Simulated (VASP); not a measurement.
Band structure of Te2Pb (space group R-3m). All values below come from PBE GGA, VASP's PBE PAW potentials (set 64) (plane waves; VASP 6.6.1).

Unless said otherwise, spin-orbit coupling is left out, though it shifts the bands of the heavy elements here.

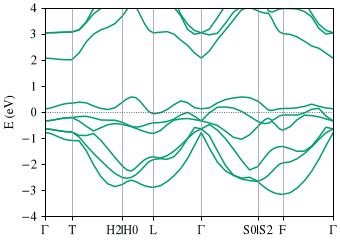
Figure. Bands along high-symmetry lines, zero at the valence-band maximum or, without a gap, the Fermi level

**Question.** Read the plot: is there a gap, and where are the band edges?

**Answer.** It has no gap at this level: it comes out as a metal or semimetal.

The structure was generated: Te2Pb was put into an ordered model structure, which need not be its known phase. The cell was not relaxed at this level. The k-mesh is coarse (spacing up to 0.40 per Å, 2π included), so the numbers may not be converged in it.
